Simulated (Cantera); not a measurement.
Charge: 1 mol SiH4, 0.1 mol H2O, 26 mol N2, held at 0.000310 bar.

These are equilibrium values from Cantera (NASA tables, ideal gas, pure condensed phases), not measurements of a reactor. Candidate condensed phases: H2O, Si, SiO2, Si2N2O, Si3N4; 35 gas species. N2 is the only nitrogen source here; it is nearly inert below about 1500 K, so the nitride shown seldom forms there in practice. Mutual solubility and eutectic melting of coexisting phases are not modelled. The tables' values for SiN are old estimates; treat these amounts as uncertain. The numbers say what is thermodynamically allowed, not how fast it happens.

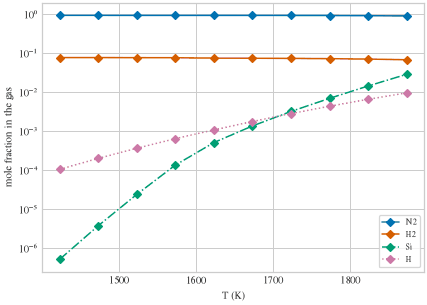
*Equilibrium gas composition (values under 1e-9 drawn at 1e-9)*

Read off the mole fractions at 1573 K.

N2 about 0.92, H2 about 0.076, H about 0.00064, Si about 0.00013.
